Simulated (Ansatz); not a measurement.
## Geometry relaxation, with input and output: WH$_{2}$Cl$_{5}$OF (part 2 of 3)

Continued. System: WH$_{2}$Cl$_{5}$OF. Method: RHF/def2-SVP (Ansatz 0.2.0). It belongs to a series of runs on one base structure; here: end point A relaxed.

Geometry of the input (Å):
```
W  -0.0119  -0.0063  -0.1184
O  -0.1557  0.0339  1.7681
H  -0.8305  -0.3802  2.2924
Cl 2.2292  -0.1127  -0.4842
Cl -0.0989  2.2404  -0.4698
Cl -2.3870  -0.0613  0.0520
Cl -0.0005  -2.3461  0.1164
Cl -0.4442  -0.3818  -2.3566
F  1.7703  1.6976  1.7189
H  1.3571  1.4701  2.4947
```

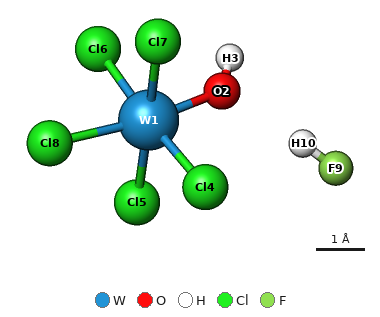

Figure 1. The geometry at step 18 of the log (ball-and-stick view, seen at a tilt; atoms are numbered from 1 in the order of the input).

Trajectory as extended XYZ, continued:
```
10
Properties=species:S:1:pos:R:3:forces:R:3 step=5 energy=-69079.13231 accepted=F
W    -0.1261   -0.1013   -0.2385    0.0143  -0.0387  -0.0472
O    -0.0724    0.0803    1.6047   -0.1994  -0.0925   0.0838
H    -0.6665   -0.2188    2.2892    0.1384   0.0704  -0.0848
Cl    2.1400   -0.1106   -0.5050    0.0343   0.0386   0.0261
Cl   -0.1447    2.1676   -0.5594    0.0126   0.0424  -0.0316
Cl   -2.4588   -0.1133    0.0425    0.0082  -0.0022   0.0449
Cl   -0.0533   -2.4116    0.0758   -0.0236  -0.0132  -0.0056
Cl   -0.5384   -0.4852   -2.4659   -0.0175  -0.0157  -0.0076
F     2.0069    1.9334    2.3424    3.5681   2.8135  -0.3816
H     1.3411    1.4129    2.4277   -3.5354  -2.8025   0.4036
10
Properties=species:S:1:pos:R:3:forces:R:3 step=6 energy=-69079.22756
W    -0.1166   -0.0934   -0.2218   -0.0816  -0.0470  -0.0813
O    -0.1040    0.0591    1.6263   -0.0262  -0.0535  -0.0130
H    -0.7119   -0.2879    2.2729    0.0902   0.0748   0.0217
Cl    2.1505   -0.1015   -0.4702    0.0050  -0.0125   0.0351
Cl   -0.1207    2.1765   -0.5248   -0.0214   0.0001  -0.0227
Cl   -2.4562   -0.1056    0.0423    0.0016   0.0288   0.0092
Cl   -0.0623   -2.4106    0.0768    0.0292   0.0161  -0.0052
Cl   -0.5279   -0.4731   -2.4498    0.0063   0.0024   0.0059
F     2.0372    1.9810    2.2465   -0.7521  -0.6021   0.2590
H     1.3397    1.4090    2.4153    0.7492   0.5929  -0.2087
10
Properties=species:S:1:pos:R:3:forces:R:3 step=7 energy=-69079.24632
W    -0.1338   -0.1074   -0.2464    0.0949   0.0512   0.0532
O    -0.0727    0.0731    1.5999   -0.2173  -0.1096   0.1200
H    -0.6611   -0.2313    2.2879    0.1488   0.0842  -0.1365
Cl    2.1396   -0.1052   -0.4777   -0.0267   0.0092  -0.0234
Cl   -0.1427    2.1652   -0.5640   -0.0070  -0.0124  -0.0450
Cl   -2.4629   -0.1074    0.0444    0.0005  -0.0038   0.0420
Cl   -0.0622   -2.4172    0.0629   -0.0195  -0.0084  -0.0057
Cl   -0.5451   -0.4908   -2.4714    0.0118  -0.0045  -0.0088
F     2.0352    1.9665    2.3407    0.0381   0.0553   0.0703
H     1.3336    1.4080    2.4371   -0.0237  -0.0612  -0.0662
10
Properties=species:S:1:pos:R:3:forces:R:3 step=8 energy=-69079.25239
W    -0.1348   -0.1081   -0.2490    0.0211   0.0279   0.0558
O    -0.0729    0.0737    1.5972   -0.0782  -0.0467   0.0252
H    -0.6626   -0.2166    2.2876    0.0771   0.0533  -0.0597
Cl    2.1364   -0.1074   -0.4864    0.0167   0.0334   0.0089
Cl   -0.1517    2.1616   -0.5835    0.0134  -0.0044  -0.0168
Cl   -2.4631   -0.1048    0.0560    0.0130  -0.0229  -0.0044
Cl   -0.0611   -2.4180    0.0611   -0.0320  -0.0031  -0.0153
Cl   -0.5417   -0.4933   -2.4746   -0.0307  -0.0230   0.0032
F     2.0228    1.9864    2.3811    0.0360   0.0443   0.0545
H     1.3566    1.3800    2.4239   -0.0364  -0.0588  -0.0513
10
Properties=species:S:1:pos:R:3:forces:R:3 step=9 energy=-69079.15260 accepted=F
W    -0.1437   -0.1152   -0.2667   -0.1073   0.0094   0.0414
O    -0.0504    0.0857    1.5767    0.0394   0.0206   0.0528
H    -0.6389   -0.1218    2.2979    0.0638   0.0497  -0.1164
Cl    2.1280   -0.0996   -0.5064    0.0819   0.0435   0.0484
Cl   -0.1800    2.1480   -0.6598    0.0256  -0.0224   0.0450
Cl   -2.4621   -0.1071    0.0885    0.0361  -0.0308  -0.0611
Cl   -0.0650   -2.4216    0.0463   -0.0228   0.0004  -0.0249
Cl   -0.5514   -0.5160   -2.4887   -0.0843  -0.0447   0.0144
F     1.9567    2.0445    2.5552   -1.8265  -2.7880  -0.6297
H     1.4346    1.2567    2.3705    1.7941   2.7624   0.6303
10
Properties=species:S:1:pos:R:3:forces:R:3 step=10 energy=-69079.26068
W    -0.1414   -0.1141   -0.2602    0.0001  -0.0028   0.0342
O    -0.0646    0.0847    1.5830   -0.0283  -0.0098   0.0088
H    -0.6545   -0.1628    2.2885    0.0335   0.0300  -0.0365
Cl    2.1316   -0.0953   -0.4940    0.0243   0.0135   0.0067
Cl   -0.1676    2.1533   -0.6184   -0.0020   0.0099  -0.0120
Cl   -2.4653   -0.1194    0.0642    0.0179  -0.0071  -0.0016
Cl   -0.0585   -2.4211    0.0517   -0.0096   0.0027  -0.0085
Cl   -0.5563   -0.5095   -2.4828   -0.0239  -0.0117   0.0110
F     2.0209    1.9874    2.4786   -0.0911  -0.0844   0.0245
H     1.3835    1.3504    2.4026    0.0792   0.0598  -0.0266
10
Properties=species:S:1:pos:R:3:forces:R:3 step=11 energy=-69079.26731
W    -0.1402   -0.1197   -0.2704    0.0035  -0.0249   0.0079
O    -0.0583    0.1043    1.5689   -0.0056   0.0210   0.0305
H    -0.6761   -0.0665    2.2730    0.0220   0.0168  -0.0360
Cl    2.1334   -0.0718   -0.5032    0.0139   0.0036   0.0064
Cl   -0.1905    2.1446   -0.6626   -0.0028   0.0130  -0.0045
Cl   -2.4582   -0.1453    0.0863   -0.0222  -0.0005   0.0062
Cl   -0.0280   -2.4216    0.0415    0.0085  -0.0016  -0.0017
Cl   -0.5858   -0.5272   -2.4843   -0.0078  -0.0013  -0.0026
F     2.0198    1.9538    2.5633   -0.1229  -0.1255  -0.0050
H     1.4117    1.3032    2.4010    0.1134   0.0994  -0.0013
10
Properties=species:S:1:pos:R:3:forces:R:3 step=12 energy=-69079.25395 accepted=F
W    -0.1425   -0.1268   -0.2800   -0.0579  -0.0040  -0.0349
O    -0.0508    0.1474    1.5521   -0.2057  -0.0261   0.2633
H    -0.7003    0.0769    2.2529    0.2471   0.0469  -0.2638
Cl    2.1327   -0.0398   -0.5075    0.0211   0.0157   0.0033
Cl   -0.2215    2.1342   -0.7176    0.0005  -0.0237   0.0082
Cl   -2.4563   -0.1771    0.1238    0.0521  -0.0314  -0.0299
Cl    0.0326   -2.4202    0.0393   -0.0331   0.0502  -0.0035
Cl   -0.6168   -0.5448   -2.4865   -0.0152  -0.0122   0.0378
F     1.9900    1.8954    2.6835   -0.8941  -1.1730  -0.5485
H     1.4608    1.2084    2.3534    0.8853   1.1575   0.5678
10
Properties=species:S:1:pos:R:3:forces:R:3 step=13 energy=-69079.26886
W    -0.1377   -0.1182   -0.2684   -0.0050  -0.0324  -0.0203
O    -0.0559    0.1129    1.5701    0.0158   0.0295   0.0230
H    -0.6769   -0.0435    2.2740   -0.0027   0.0075  -0.0136
Cl    2.1357   -0.0638   -0.4995    0.0132   0.0029   0.0060
Cl   -0.1949    2.1454   -0.6662   -0.0030   0.0154  -0.0028
Cl   -2.4552   -0.1508    0.0929   -0.0197  -0.0005   0.0048
Cl   -0.0181   -2.4186    0.0446    0.0087  -0.0008  -0.0011
Cl   -0.5855   -0.5265   -2.4817   -0.0078  -0.0029   0.0002
F     2.0143    1.9290    2.5644   -0.1012  -0.0993  -0.0017
H     1.4021    1.2877    2.3832    0.1017   0.0807   0.0055
10
Properties=species:S:1:pos:R:3:forces:R:3 step=14 energy=-69079.27071
W    -0.1390   -0.1199   -0.2793   -0.0496   0.0362   0.0194
O    -0.0491    0.1477    1.5552   -0.0057  -0.0601   0.0116
H    -0.6763    0.0242    2.2600   -0.0203   0.0208  -0.0082
Cl    2.1368   -0.0421   -0.4953   -0.0011  -0.0246  -0.0381
Cl   -0.2108    2.1441   -0.6890   -0.0220  -0.0229  -0.0511
Cl   -2.4546   -0.1759    0.0999    0.0104   0.0203   0.0361
Cl    0.0017   -2.4141    0.0467    0.0359  -0.0023   0.0214
Cl   -0.6113   -0.5464   -2.4833    0.0478   0.0387  -0.0003
F     1.9999    1.8979    2.6288   -0.2500  -0.2988  -0.0907
H     1.4305    1.2381    2.3699    0.2545   0.2926   0.0999
10
Properties=species:S:1:pos:R:3:forces:R:3 step=15 energy=-69079.25293 accepted=F
W    -0.1493   -0.1214   -0.2824    0.0037   0.0146   0.0472
O    -0.0475    0.1675    1.5501   -0.0581   0.0650   0.0445
H    -0.6931    0.1115    2.2517    0.1412   0.0360  -0.1361
Cl    2.1243   -0.0446   -0.5334    0.0350   0.1300   0.0595
Cl   -0.2580    2.1306   -0.7594    0.0745   0.0123   0.1204
Cl   -2.4580   -0.1802    0.1417    0.0658  -0.0940  -0.1076
Cl    0.0600   -2.4055    0.0693   -0.1385   0.0038  -0.0773
Cl   -0.5948   -0.5323   -2.4929   -0.1270  -0.1627   0.0176
F     1.9832    1.8429    2.7248   -0.6766  -0.8676  -0.4938
H     1.4610    1.1852    2.3439    0.6799   0.8626   0.5257
10
Properties=species:S:1:pos:R:3:forces:R:3 step=16 energy=-69079.27552
W    -0.1429   -0.1201   -0.2806   -0.0107  -0.0233   0.0101
O    -0.0512    0.1551    1.5522   -0.0116  -0.0002   0.0067
H    -0.6909    0.0776    2.2527    0.0017   0.0097  -0.0155
Cl    2.1323   -0.0285   -0.5032    0.0069  -0.0024  -0.0124
Cl   -0.2327    2.1395   -0.7132   -0.0099   0.0006  -0.0169
Cl   -2.4549   -0.1878    0.1095   -0.0022   0.0056   0.0146
Cl    0.0233   -2.4116    0.0488    0.0108   0.0036   0.0066
Cl   -0.6098   -0.5515   -2.4845    0.0087   0.0134  -0.0073
F     2.0028    1.8678    2.6634   -0.0769  -0.0977  -0.0225
H     1.4518    1.2132    2.3683    0.0833   0.0906   0.0367
10
Properties=species:S:1:pos:R:3:forces:R:3 step=17 energy=-69079.27757
W    -0.1475   -0.1210   -0.2867    0.0002  -0.0199   0.0062
O    -0.0536    0.1714    1.5429   -0.0132   0.0005   0.0113
H    -0.6967    0.1111    2.2422    0.0063   0.0116  -0.0133
Cl    2.1277   -0.0139   -0.5111    0.0051  -0.0047  -0.0104
Cl   -0.2509    2.1354   -0.7374   -0.0119   0.0066  -0.0112
Cl   -2.4575   -0.2005    0.1122    0.0007   0.0026   0.0083
Cl    0.0375   -2.4086    0.0537    0.0071   0.0091   0.0039
Cl   -0.6168   -0.5638   -2.4880    0.0041   0.0055  -0.0041
F     2.0175    1.8399    2.7099   -0.0616  -0.0741  -0.0208
H     1.4682    1.2038    2.3756    0.0630   0.0627   0.0302
10
Properties=species:S:1:pos:R:3:forces:R:3 step=18 energy=-69079.27999
W    -0.1510   -0.1215   -0.2941   -0.0035  -0.0153   0.0006
O    -0.0557    0.1962    1.5308   -0.0406   0.0044   0.0350
H    -0.7057    0.1703    2.2271    0.0503   0.0125  -0.0464
Cl    2.1238    0.0034   -0.5243   -0.0086   0.0218  -0.0066
Cl   -0.2843    2.1310   -0.7689    0.0177  -0.0049  -0.0047
Cl   -2.4578   -0.2177    0.1173   -0.0055  -0.0162   0.0039
Cl    0.0619   -2.4024    0.0621   -0.0102   0.0102   0.0040
Cl   -0.6258   -0.5812   -2.4912    0.0029   0.0009   0.0044
F     2.0291    1.7938    2.7760   -0.0966  -0.1115  -0.0593
H     1.4933    1.1817    2.3786    0.0942   0.0980   0.0691
10
Properties=species:S:1:pos:R:3:forces:R:3 step=19 energy=-69079.27806 accepted=F
W    -0.1608   -0.1222   -0.3058    0.0097  -0.0030   0.0041
O    -0.0566    0.2352    1.5111   -0.1447   0.0414   0.1085
H    -0.7124    0.2587    2.2056    0.1627  -0.0004  -0.1407
Cl    2.1111    0.0440   -0.5543    0.0083  -0.0496   0.0250
Cl   -0.3122    2.1234   -0.8234   -0.0581  -0.0148   0.0356
Cl   -2.4612   -0.2595    0.1311    0.0223   0.0379  -0.0354
Cl    0.0869   -2.3927    0.0816    0.0341   0.0315  -0.0250
Cl   -0.6370   -0.6045   -2.4979   -0.0247  -0.0265   0.0200
F     2.0400    1.7231    2.8799   -0.4051  -0.4550  -0.3814
H     1.5301    1.1481    2.3855    0.3955   0.4385   0.3892
10
Properties=species:S:1:pos:R:3:forces:R:3 step=20 energy=-69079.28179
W    -0.1560   -0.1221   -0.3007    0.0084   0.0010  -0.0016
O    -0.0546    0.2186    1.5195   -0.0721  -0.0033   0.0614
H    -0.7056    0.2163    2.2160    0.0732   0.0120  -0.0653
Cl    2.1174    0.0206   -0.5399    0.0035   0.0141  -0.0017
Cl   -0.3038    2.1263   -0.7951    0.0064   0.0036  -0.0018
Cl   -2.4598   -0.2327    0.1217    0.0049  -0.0162  -0.0007
Cl    0.0797   -2.3969    0.0715   -0.0145   0.0111   0.0017
Cl   -0.6329   -0.5955   -2.4942   -0.0077  -0.0102   0.0021
F     2.0322    1.7582    2.8264   -0.1092  -0.1268  -0.0782
H     1.5112    1.1608    2.3882    0.1071   0.1148   0.0843
10
Properties=species:S:1:pos:R:3:forces:R:3 step=21 energy=-69079.28246
W    -0.1559   -0.1168   -0.3082   -0.0087  -0.0408   0.0227
O    -0.0508    0.2385    1.5088   -0.1169   0.0352   0.0726
H    -0.7043    0.2648    2.2039    0.1141  -0.0060  -0.1020
Cl    2.1166    0.0426   -0.5532   -0.0120  -0.0262  -0.0016
Cl   -0.3205    2.1277   -0.8195   -0.0270  -0.0190  -0.0021
Cl   -2.4552   -0.2594    0.1262   -0.0193   0.0479   0.0066
Cl    0.0831   -2.3874    0.0807    0.0552  -0.0067   0.0015
Cl   -0.6440   -0.6153   -2.4940    0.0156   0.0261  -0.0055
F     2.0295    1.7205    2.8756   -0.1254  -0.1472  -0.1084
H     1.5296    1.1384    2.3932    0.1245   0.1368   0.1161
10
Properties=species:S:1:pos:R:3:forces:R:3 step=22 energy=-69079.28321
W    -0.1615   -0.1195   -0.3164   -0.0137   0.0029   0.0419
O    -0.0483    0.2705    1.4930   -0.1453   0.0089   0.0857
H    -0.7001    0.3233    2.1897    0.1567  -0.0027  -0.1383
Cl    2.1089    0.0586   -0.5771   -0.0034   0.0143   0.0016
Cl   -0.3560    2.1173   -0.8575    0.0162   0.0038   0.0073
Cl   -2.4576   -0.2626    0.1357    0.0110  -0.0186  -0.0113
Cl    0.1185   -2.3803    0.0976   -0.0155   0.0233  -0.0154
Cl   -0.6526   -0.6321   -2.4985   -0.0033  -0.0238   0.0190
F     2.0238    1.6644    2.9500   -0.2903  -0.3413  -0.3293
H     1.5528    1.1141    2.3969    0.2877   0.3333   0.3388
10
Properties=species:S:1:pos:R:3:forces:R:3 step=23 energy=-69079.28864
W    -0.1712   -0.1146   -0.3370    0.0031   0.0296   0.0914
O    -0.0379    0.3105    1.4616    0.0574  -0.0496  -0.1855
H    -0.6685    0.3707    2.1695   -0.0550   0.0264   0.1040
Cl    2.0973    0.0801   -0.6251   -0.0038  -0.0014  -0.0035
Cl   -0.3883    2.1121   -0.9139   -0.0012  -0.0130  -0.0142
Cl   -2.4578   -0.2772    0.1405   -0.0145   0.0092   0.0002
Cl    0.1284   -2.3647    0.1106    0.0212  -0.0079   0.0113
Cl   -0.6794   -0.6789   -2.5027    0.0050   0.0173   0.0007
F     1.9968    1.6092    3.0784   -0.1257  -0.1562  -0.1794
H     1.6084    1.1064    2.4316    0.1135   0.1457   0.1750
10
Properties=species:S:1:pos:R:3:forces:R:3 step=24 energy=-69079.29079
W    -0.1743   -0.1160   -0.3416    0.0228  -0.0355  -0.0882
O    -0.0232    0.3121    1.4479   -0.0118   0.0032  -0.0155
H    -0.6388    0.3843    2.1685   -0.0270   0.0226   0.0938
Cl    2.0917    0.0719   -0.6600    0.0048   0.0056   0.0033
Cl   -0.3933    2.1090   -0.9249   -0.0013   0.0023  -0.0033
Cl   -2.4605   -0.2762    0.1394    0.0111   0.0140   0.0221
Cl    0.1280   -2.3650    0.1146    0.0098  -0.0038   0.0056
Cl   -0.6897   -0.6857   -2.5052   -0.0042   0.0044  -0.0065
F     1.9675    1.6006    3.1266   -0.0005   0.0241   0.0591
H     1.6206    1.1186    2.4480   -0.0038  -0.0369  -0.0704
10
Properties=species:S:1:pos:R:3:forces:R:3 step=25 energy=-69079.29289
W    -0.1737   -0.1140   -0.3423   -0.0184  -0.0220  -0.0518
O    -0.0250    0.3244    1.4433    0.0072  -0.0019  -0.0127
H    -0.6292    0.4099    2.1725   -0.0232   0.0213   0.0690
Cl    2.0913    0.0822   -0.6646    0.0220   0.0079  -0.0006
Cl   -0.4018    2.1074   -0.9369    0.0035   0.0103  -0.0039
Cl   -2.4587   -0.2777    0.1446    0.0070   0.0013   0.0034
Cl    0.1407   -2.3587    0.1243    0.0046  -0.0079   0.0008
Cl   -0.6907   -0.6932   -2.5028   -0.0065  -0.0036  -0.0017
F     1.9460    1.5751    3.1354    0.0184   0.0527   0.1059
H     1.6290    1.0982    2.4399   -0.0144  -0.0581  -0.1083
10
Properties=species:S:1:pos:R:3:forces:R:3 step=26 energy=-69079.25925 accepted=F
W    -0.1791   -0.1103   -0.3523   -0.1251  -0.0399   0.0041
O    -0.0174    0.3666    1.4117   -0.2169   0.0517   0.2753
H    -0.5636    0.5148    2.1850    0.2273  -0.0427  -0.2661
Cl    2.0832    0.1096   -0.7142    0.0584  -0.0064  -0.0185
Cl   -0.4295    2.1006   -0.9875   -0.0042   0.0029  -0.0117
Cl   -2.4586   -0.2885    0.1545    0.0289  -0.0041  -0.0144
Cl    0.1779   -2.3414    0.1521    0.0002   0.0213  -0.0080
Cl   -0.7168   -0.7347   -2.4972    0.0149   0.0108   0.0162
F     1.8203    1.4746    3.2497   -0.3014  -1.0183  -2.0348
H     1.7114    1.0623    2.4117    0.3180   1.0249   2.0580
10
Properties=species:S:1:pos:R:3:forces:R:3 step=27 energy=-69079.29753
W    -0.1802   -0.1124   -0.3461   -0.0318  -0.0079  -0.0069
O    -0.0262    0.3469    1.4298   -0.0540  -0.0024   0.0424
H    -0.5980    0.4684    2.1818    0.0270   0.0056  -0.0249
Cl    2.0856    0.1005   -0.6765    0.0248  -0.0028  -0.0155
Cl   -0.4229    2.1035   -0.9615   -0.0015   0.0038  -0.0037
Cl   -2.4622   -0.2893    0.1423    0.0168   0.0012   0.0024
Cl    0.1566   -2.3502    0.1378    0.0019   0.0014   0.0000
Cl   -0.6931   -0.7114   -2.5029    0.0021  -0.0001   0.0027
F     1.9047    1.5295    3.1731   -0.0340  -0.0158   0.0132
H     1.6636    1.0683    2.4356    0.0487   0.0170  -0.0098
10
Properties=species:S:1:pos:R:3:forces:R:3 step=28 energy=-69079.29771
W    -0.1824   -0.1119   -0.3476   -0.0407  -0.0239   0.0509
O    -0.0226    0.3564    1.4219   -0.0836  -0.0003  -0.0067
H    -0.5776    0.4971    2.1849    0.1074   0.0008  -0.0581
Cl    2.0821    0.0921   -0.7097    0.0362   0.0339   0.0182
Cl   -0.4330    2.1010   -0.9730    0.0184   0.0137   0.0011
Cl   -2.4611   -0.2891    0.1515    0.0029  -0.0208  -0.0343
Cl    0.1640   -2.3466    0.1441   -0.0133  -0.0021   0.0086
Cl   -0.6951   -0.7198   -2.5021   -0.0412  -0.0071  -0.0056
F     1.8348    1.4918    3.2275   -0.1467  -0.4207  -0.8054
H     1.7188    1.0825    2.4158    0.1607   0.4264   0.8312
10
Properties=species:S:1:pos:R:3:forces:R:3 step=29 energy=-69079.32391
W    -0.2059   -0.1190   -0.3537    0.0054   0.0367   0.0065
O    -0.0419    0.3795    1.3907   -0.2595   0.0305   0.2440
H    -0.5128    0.5905    2.1972    0.2290  -0.0420  -0.2245
Cl    2.0657    0.1103   -0.7221    0.0214  -0.0001  -0.0266
Cl   -0.4711    2.0941   -0.9931    0.0037  -0.0042  -0.0183
Cl   -2.4829   -0.3234    0.1184   -0.0025  -0.0183  -0.0052
Cl    0.1721   -2.3423    0.1621   -0.0147  -0.0041  -0.0061
Cl   -0.6972   -0.7376   -2.5146    0.0056  -0.0010   0.0187
F     1.7496    1.4255    3.2824    0.0076  -0.2696  -0.6020
H     1.8524    1.0759    2.4461    0.0041   0.2722   0.6136
10
Properties=species:S:1:pos:R:3:forces:R:3 step=30 energy=-69079.36348
W    -0.2467   -0.1128   -0.3399   -0.0854  -0.1571  -0.1203
O    -0.1011    0.3830    1.3911   -0.0255  -0.1079  -0.5195
H    -0.3907    0.6683    2.2433   -0.0268   0.1546   0.4684
Cl    2.0347    0.1197   -0.7235   -0.0105  -0.0062   0.0547
Cl   -0.5202    2.0927   -1.0010   -0.0365  -0.0050   0.0701
Cl   -2.5368   -0.3886    0.0242    0.1371   0.0833   0.0309
Cl    0.1370   -2.3374    0.1803    0.0245   0.0287   0.0256
Cl   -0.6383   -0.7384   -2.5271    0.0181   0.0205   0.0151
F     1.7029    1.3862    3.2862   -0.0176  -0.1520  -0.3449
H     1.9872    1.0809    2.4798    0.0227   0.1411   0.3199
10
Properties=species:S:1:pos:R:3:forces:R:3 step=31 energy=-69079.40059
W    -0.2881   -0.1170   -0.3389    0.0813   0.0787   0.2663
O    -0.1359    0.3870    1.3882   -0.2355  -0.0980  -0.3519
H    -0.2781    0.6851    2.2795    0.1287   0.0586   0.0976
Cl    2.0095    0.1337   -0.6727    0.0155   0.0344   0.0239
Cl   -0.5781    2.0859   -1.0076   -0.0065   0.0136   0.0681
Cl   -2.5723   -0.3980   -0.0404    0.0441   0.0223   0.0540
Cl    0.1068   -2.3349    0.1922   -0.0238  -0.0434   0.0529
Cl   -0.5737   -0.7393   -2.5331   -0.0053  -0.0461  -0.1612
F     1.6830    1.3653    3.2636    0.0080  -0.1706  -0.3822
H     2.0548    1.0857    2.4826   -0.0065   0.1504   0.3326
```
